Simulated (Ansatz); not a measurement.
# Decaying states in the gap of MgIF, part 3 of 3

A new crystal, MgIF: structure, gap and complex bands. It is built by putting F for part of the I in the MgI2 structure of space group P-3m1, with the volume rescaled by atomic radii. The parent structure comes from the Materials Project.

Ansatz 0.2.0; PBEsol DFT, plane waves, PAW files (the session's first sound run).

So far, gap on path (eV): step 3 (the bulk crystal and its band edges, PBEsol) 0.739; step 6 (LDA) 0.572.

The structure was built from a prototype and need not be the compound's stable phase.

## (7) Complex bands at another level

This step: LDA DFT, plane waves, PAW files; complex bands by layer matching along the plane's normal (Ansatz 0.2.0).

The complex bands at that level, over its own gap, at (0, 0) and (0, -0.5).

Input file input.yaml:

```yaml
crystal:
  lattice:
    - [3.694852318, 0.0, 0.0]
    - [0.0, 5.25170748, 0.0]
    - [1.847426159, 0.0, 3.19983597]
  atoms:
    - { symbol: Mg, position: [0.0, 0.9141128195, 0.0] }
    - { symbol: I, position: [0.3333333333, 0.2806157411, 0.3333333333] }
    - { symbol: F, position: [0.6666666667, 0.8052714394, 0.6666666667] }
kpoints:
  mp_grid: { grid: [8, 4, 8] }
scf:
  occupations: { method: fixed }
hamiltonian:
  xc: lda
output:
  eigenvalues: true
  transmission:
    leads: [[0, 0]]
    kpoints: [[0.0, 0.0], [0.0, -0.5]]
    e_range: [-1.0, 1.57]
    de: 0.05
```

Command:

```sh
ansatz run input.yaml --threads 2 --pin off --max-ram 4096MiB --backend cpu --events-out ev --progress --plain --runs-dir out
```

Numbers of over 12 decimals in the logs are rounded to 6 here.

What it wrote:

```text
[...]
Crystal: 3 atoms, lattice volume = 62.091 Å³
Basis set: ecut = 420 eV, 1241 PW (Γ)
Bands: 21, of which v1, the nominal top of the filled ones, is band 17 counted from 1 (16 counted from 0)
Symmetry: 6 space group operations
[...]
k-points: 35 of 256 (time reversal used)
[...]
SCF iter   1: F=—  HF=-10054.317940 eV  |F-HF|=—  |Δ(HF+E_count)|=         —  Δρ=1.18e-2  dr2=5.84e-2  ethr=1.77e-3  ⟨swp⟩=5.0  Hψ=3285  notcnv=0  defer=70
[...]
SCF iter   7: F=-10054.300136 eV  HF=-10054.300136 eV  |F-HF|=5.66e-10  |Δ(HF+E_count)|=   6.91e-9  Δρ=4.33e-6  dr2=1.05e-8  ethr=2.94e-10  ⟨swp⟩=6.1  Hψ=2778  notcnv=0
SCF 1 converged in 7 iterations: F = -10054.300136 eV  dr2 = 1.05e-8
[...]
transmission: 5 of 10 steps passed
transmission: 10 of 10 steps passed
SCF converged after 7 iterations
Free energy (F): -10054.300136 eV
[...]
Internal energy: -10054.300136 eV  (E = F + TS)
E sigma→0 (E₀):  -10054.300136 eV
Fermi energy:    7.172823 eV
[...]
--- Band table (eV; the first three rows and the last of 35) ---
  k-point 0: bands = [... 13 lower, 1.4011, 4.5849, 7.1512, 7.1512, 7.7447, 12.6046, 15.0165, 15.0165]
  k-point 1: bands = [... 13 lower, 1.3755, 4.6085, 6.0975, 6.9557, 8.1786, 13.1892, 14.5303, 15.4400]
  k-point 2: bands = [... 13 lower, 1.4070, 4.3981, 4.6765, 6.5437, 9.0832, 12.3448, 13.6701, 14.7892]
  k-point 34: bands = [... 13 lower, 1.4614, 3.2891, 4.5587, 4.9661, 10.1069, 12.3031, 14.4170, 14.7035]
--- Transmission ---
  basis      : 173 plane waves across, 5 finite elements along
  points     : 2, as listed
[...]
crystal 0  : Mg1I1F1, at the sites [0, 0], period 3.1998 Å: whole cells are its period
[...]
channels       : 0.000000e0 a spin
[...]
slowest decay  : 0.0912 /Å at (0.0000, 0.0000)
```

Elapsed: 14 s, on 2 threads of Intel Xeon Platinum 8488C (Sapphire Rapids), shared host; peak memory 0.5 GiB.

Numbers from this step:

```
level to which the leads are filled                       : 0.2859 eV from the Fermi level
decay constant at the filling level, zone centre          : 0.09118 Å⁻¹
decay constant at the filling level, slowest listed point : 0.0912 Å⁻¹
```

K parallel (0, 0); values up to 1.5 1/Å, a degenerate pair printed once or twice; energies at which all values exceed this have no row. Table of Im kz of the slowest decaying states by energy, zero at the highest filled level on the SCF mesh:

```csv
energy (eV),decay 1 (Å⁻¹),decay 2 (Å⁻¹),decay 3 (Å⁻¹),decay 4 (Å⁻¹)
-1.000,0.501,0.592,1.07,1.22
-0.800,0.476,0.594,1.05,1.22
-0.600,0.449,0.593,1.03,1.22
-0.400,0.419,0.591,1.01,1.22
-0.200,0.385,0.588,0.989,1.22
0.000,0.0285,0.0774,0.347,0.583
0.200,0.0826,0.237,0.305,0.576
0.400,0.0893,0.262,0.313,0.569
0.600,0.230,0.366,0.560,0.906
0.800,0.222,0.405,0.550,0.884
1.000,0.226,0.435,0.539,0.862
1.200,0.233,0.460,0.527,0.839
1.400,0.239,0.480,0.514,0.815
```

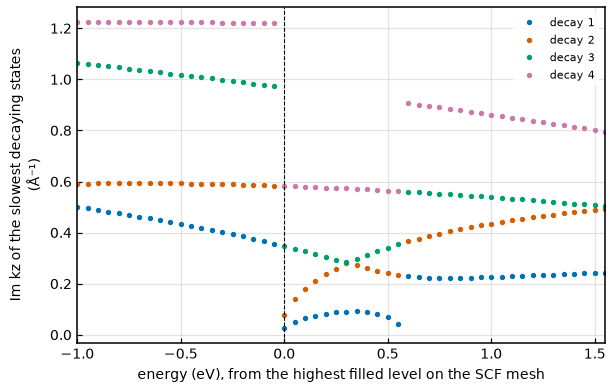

Im kz of the slowest decaying states, plotted against energy.

K parallel (0, 0). Re kz of states that move upwards against energy, zero at the highest filled level on the SCF mesh:

```csv
energy (eV),channel 1 (Å⁻¹),channel 2 (Å⁻¹)
-1.00,-0.756,-0.234
-0.85,-0.631,-0.211
-0.70,-0.533,-0.186
-0.55,-0.445,-0.160
-0.40,-0.359,-0.132
-0.25,-0.268,-0.0994
-0.10,-0.151,-0.0560
0.00,-,-
0.05,-,-
0.20,-,-
0.35,-,-
0.50,-,-
0.65,0.0866,-
0.80,0.165,-
0.95,0.225,-
1.10,0.277,-
1.25,0.323,-
1.40,0.365,-
1.55,0.405,-
```

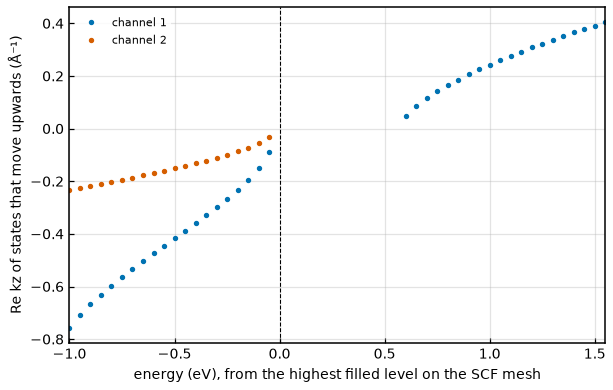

Re kz of states that move upwards against energy.

K parallel (0, -0.5); values up to 1.5 1/Å, a degenerate pair printed once or twice; energies at which all values exceed this have no row. Im kz of the slowest decaying states against energy, zero at the highest filled level on the SCF mesh:

```csv
energy (eV),decay 1 (Å⁻¹),decay 2 (Å⁻¹),decay 3 (Å⁻¹),decay 4 (Å⁻¹)
-1.000,0.393,0.929,1.11,1.22
-0.800,0.404,0.914,1.10,1.21
-0.600,0.411,0.899,1.09,1.21
-0.400,0.415,0.883,1.08,1.20
-0.200,0.416,0.867,1.07,1.19
0.000,0.00187,0.00364,0.414,0.850
0.200,0.0994,0.214,0.409,0.833
0.400,0.137,0.292,0.402,0.814
0.600,0.164,0.344,0.391,0.795
0.800,0.185,0.378,0.383,0.775
1.000,0.201,0.361,0.414,0.754
1.200,0.215,0.341,0.438,0.732
1.400,0.226,0.317,0.458,0.708
```

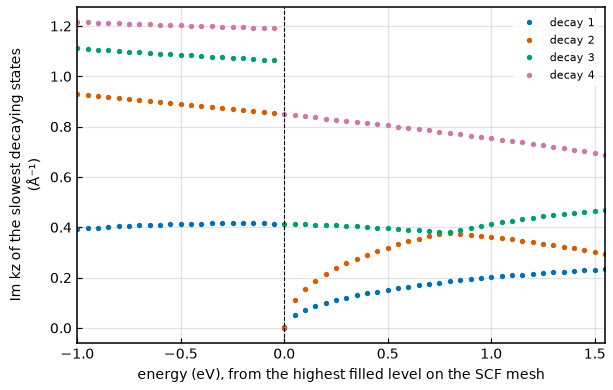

Im kz of the slowest decaying states against energy.

At the listed wavevectors the last open channel is at -0.05 eV and the next at +0.60 eV on the grid. At +0.30 eV, the grid energy nearest the filling level (the middle of the gap on the SCF mesh), the slowest state at the listed wavevectors decays with κ = 0.0912 Å⁻¹, its amplitude falling by e over 11 Å; the first such run, plane (100), gave 0.106 Å⁻¹ over as many of its listed wavevectors.

## (8) A repeat with changed settings

This step: PBEsol DFT, plane waves, PAW files; complex bands by layer matching along the plane's normal; changed: kpoints.mp_grid.grid = [1, 1, 1], scf.max_iter = 100 (Ansatz 0.2.0).

This run repeats an earlier one, its twin (the complex run, plane (100)), with two settings changed (kpoints.mp_grid.grid, scf.max_iter; files written aside). The setting was drawn as a possible misstep, on purpose. Where the input is shown as a difference, that is against the step before, not the twin.

input.yaml: that of step 7 with these lines changed.

```diff
@@ -10,7 +10,8 @@
 kpoints:
-  mp_grid: { grid: [8, 4, 8] }
+  mp_grid: { grid: [1, 1, 1] }
 scf:
   occupations: { method: fixed }
+  max_iter: 100
 hamiltonian:
-  xc: lda
+  xc: pbesol
 output:
@@ -19,4 +20,4 @@
     leads: [[0, 0]]
-    kpoints: [[0.0, 0.0], [0.0, -0.5]]
-    e_range: [-1.0, 1.57]
+    kpoints: [[0.0, 0.0], [0.0, -0.5], [0.5, 0.0]]
+    e_range: [-1.0, 1.74]
     de: 0.05
```

What it wrote:

```text
[...]
Crystal: 3 atoms, lattice volume = 62.091 Å³
Basis set: ecut = 420 eV, 1241 PW (Γ)
Bands: 21, of which v1, the nominal top of the filled ones, is band 17 counted from 1 (16 counted from 0)
Symmetry: 6 space group operations
[...]
k-points: 1
[...]
SCF iter   1: F=—  HF=-10139.385429 eV  |F-HF|=—  |Δ(HF+E_count)|=         —  Δρ=3.60e-2  dr2=9.73e-1  ethr=1.77e-3  ⟨swp⟩=5.0  Hψ=89  notcnv=0  defer=2
[...]
SCF iter   8: F=-10139.257788 eV  HF=-10139.257788 eV  |F-HF|=3.95e-8  |Δ(HF+E_count)|=   1.01e-6  Δρ=7.35e-6  dr2=3.61e-8  ethr=2.94e-10  ⟨swp⟩=8.0  Hψ=104  notcnv=0
SCF 1 converged in 8 iterations: F = -10139.257788 eV  dr2 = 3.61e-8
[...]
transmission: 5 of 15 steps passed
transmission: 10 of 15 steps passed
transmission: 15 of 15 steps passed
SCF converged after 8 iterations
Free energy (F): -10139.257788 eV
[...]
Internal energy: -10139.257788 eV  (E = F + TS)
E sigma→0 (E₀):  -10139.257788 eV
Fermi energy:    7.982639 eV
[...]
--- Band table (eV) ---
  k-point 0: bands = [... 13 lower, 2.6381, 5.5329, 7.9826, 7.9826, 8.5119, 13.4517, 15.6532, 15.6532]
--- Transmission ---
  basis      : 173 plane waves across, 5 finite elements along
  points     : 3, as listed
[...]
crystal 0  : Mg1I1F1, at the sites [0, 0], period 3.1998 Å: whole cells are its period
[...]
channels       : 0.000000e0 a spin
[...]
slowest decay  : 0.0814 /Å at (0.0000, 0.0000)
```

Wall time 20 s (2 threads); peak memory 0.48 GiB; 25 s of CPU time.

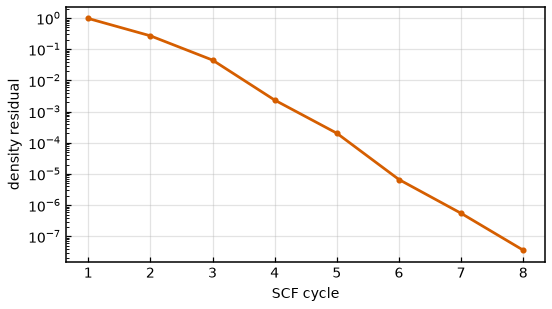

Residual by cycle in this run.

The run finished. A setting was moved off its sound value on purpose, so it serves as a test and not as the result.

The fault put into the input: one k-point for a small cell (kpoints.mp_grid.grid = [1, 1, 1]).

The two runs compared:

```csv
quantity,this run,sound run,difference
free energy (eV),-10139.26,-10147.81,8.55
Fermi energy (eV),7.9826,7.3608,0.622
gap on the k-mesh (eV),0.52925,0.73937,-0.210
level to which the leads are filled (eV from the Fermi level),0.26462,0.36969,-0.105
"decay constant at the filling level, zone centre (Å⁻¹)",0.08144,0.1062,-0.0248
"decay constant at the filling level, slowest listed point (Å⁻¹)",0.0814,0.1062,-0.0248
```

One result that differs is the level to which the leads are filled, 0.265 eV from the Fermi level against 0.370 eV from the Fermi level.

## (9) Summary of results

| Item | Value |
| --- | --- |
| band gap | 0.739 eV |
| least decay constant at mid-gap, normal to (100) | 0.106 Å⁻¹ |
| least decay constant on a mesh, normal to (100) | 0.107 Å⁻¹ |
| least decay constant, LDA | 0.0912 Å⁻¹ |

In words: With PBEsol, the slowest decay at the wavevectors tried is κ = 0.106 Å⁻¹, normal to (100). Through such a film the transmission near mid-gap falls as exp(−2κd), a factor of ten every 11 Å. A free electron under a barrier of half the gap would need a mass of 0.12 mₑ to decay at this rate. With LDA the gap goes from 0.739 to 0.572 eV and the decay constant, over the first 2 listed wavevectors, from 0.106 to 0.0912 Å⁻¹. The compound is made up by substitution; its stability against other phases and against distortions of the cell's symmetry was not tested. A semilocal functional narrows gaps, while spin-orbit coupling, left out here, narrows them in compounds of heavy elements, so the error in κ can go either way.

[Logs are printed without paths, hosts, clocks, repeated set-up lines and the standing remarks that a program may print on its own settings, such as how far it seeks lower states.]

[Hosts, paths, dates, database ids (printed as entryN), source tags and the programs' standing remarks are cut or masked in the printed files.]

[New means built here by substitution; the compound itself may be known and measured.]
